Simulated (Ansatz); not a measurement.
# H₆SSi₂: what the fields show

The calculation's input:

```
crystal:
  periodic: [false, false, false]
  atoms:
    - {symbol: Si, position_ang: [-0.676982, 1.083705, -0.879815]}
    - {symbol: Si, position_ang: [0.574130, -0.621830, 0.116915]}
    - {symbol: S, position_ang: [-0.171936, -0.828755, 2.115320]}
    - {symbol: H, position_ang: [-2.117517, 0.717358, -0.897186]}
    - {symbol: H, position_ang: [-0.209516, 1.284064, -2.277785]}
    - {symbol: H, position_ang: [-0.505271, 2.352012, -0.123791]}
    - {symbol: H, position_ang: [0.419393, -1.894115, -0.639676]}
    - {symbol: H, position_ang: [2.020712, -0.271966, 0.126055]}
    - {symbol: H, position_ang: [0.666989, -1.820473, 2.459962]}
basis:
  gaussian: {orbitals: def2-TZVPP}
hamiltonian: {xc: pbe0, dispersion: d4}
output: {orbitals: {seedname: orbitals}}
```

Command:

```sh
ansatz run in.yaml --threads 2 --pin off --events-out ev --progress --plain --max-ram 4352MiB
```

Geometry: PBE0-D4/def2-TZVP.

Theory: Ansatz 0.2.0, RKS PBE0-D4/def2-TZVPP.

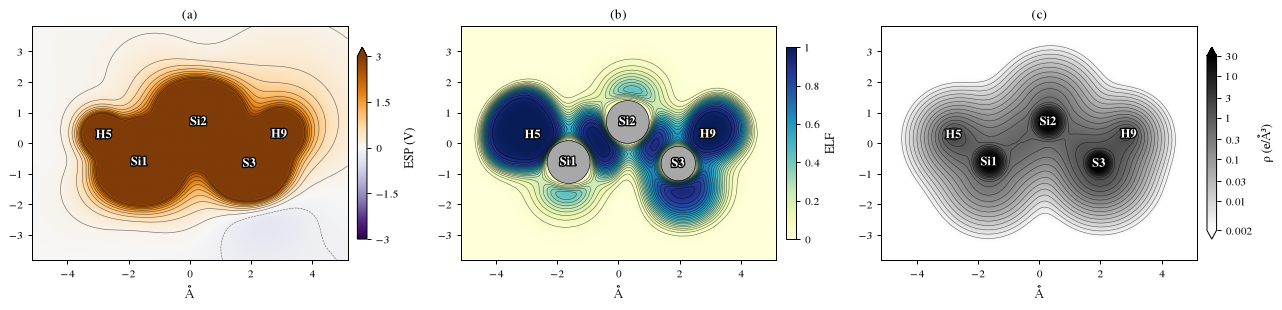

Figure 1. (a) electrostatic potential; (b) ELF; (c) total electron density on the plane of atoms Si1, Si2 and S3. Grey discs cover the atomic cores in the ELF map.

Interpret the plot.

Answer. The plane passes through Si, S and H nuclei.
Si–S (2.14 Å): the density is about 0.82 e/Å³ at the midpoint; the ELF peaks at about 0.90 between the atoms; a shared electron pair.
Si–Si (2.34 Å): ρ is about 0.64 e/Å³ halfway; the ELF peaks at about 1 between the atoms; localised, covalent bonding.
S–H (1.34 Å): the density is about 1.5 e/Å³ at the midpoint; the ELF climbs to about 1 towards the hydrogen, as it does in any bond to H.
Si–H (1.49 Å): ρ at the midpoint is about 0.8 e/Å³; the ELF climbs to about 1 towards the hydrogen.
The ELF also peaks beside S3, away from the bonds: lone-pair regions.
Outside the dense part of the molecule the potential is most negative (−0.4 V) near S3.

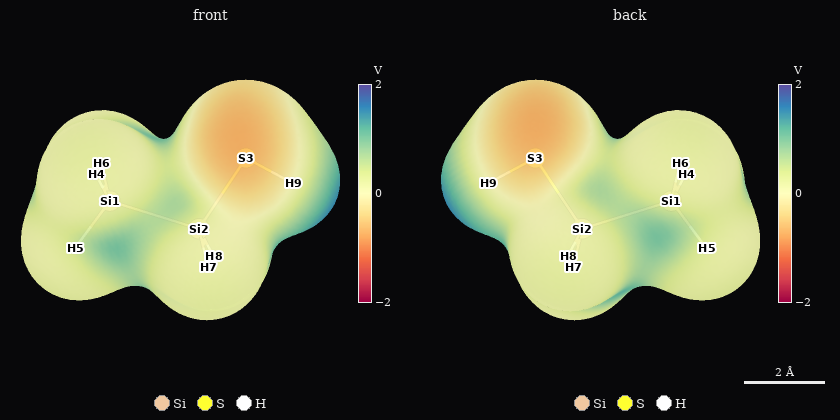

Figure 2. The electrostatic potential painted on the density surface at 0.002 e/bohr³, seen from the front and from behind; red is negative and blue positive.

Which sites attract a positive test charge, and which a negative one?

Answer. A positive charge is drawn to the negative regions and a negative charge to the positive ones. The most negative region (about −0.7 V) lies over S3, the most positive (about +1.5 V) over H9.

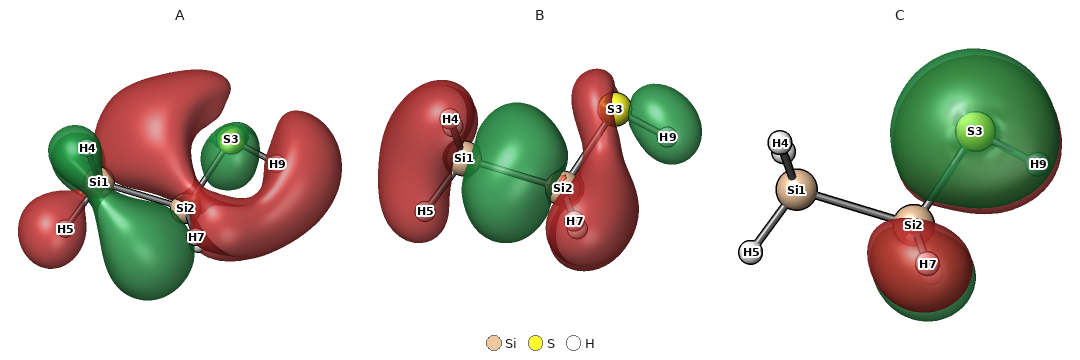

Figure 3. Three frontier orbitals at ±0.06 Å⁻³ᐟ² (green and red are the two phases), in no order.

Order the three orbitals by energy and name them.

Answer. B is the HOMO−1 (−8.46 eV). By Hirshfeld shares it lies mainly on Si1 (about 35 %) and Si2 (about 35 %). C is the HOMO (−7.50 eV). Its weight (Hirshfeld) is mainly on S3 (about 80 %); largely a lone pair of S3. A is the LUMO (−0.40 eV). Its weight (Hirshfeld) is mainly on Si2 (about 30 %), Si1 (about 25 %), S3 (about 20 %) and H9 (about 10 %).

What is the HOMO–LUMO gap?

Answer. 7.10 eV between the orbital energies.
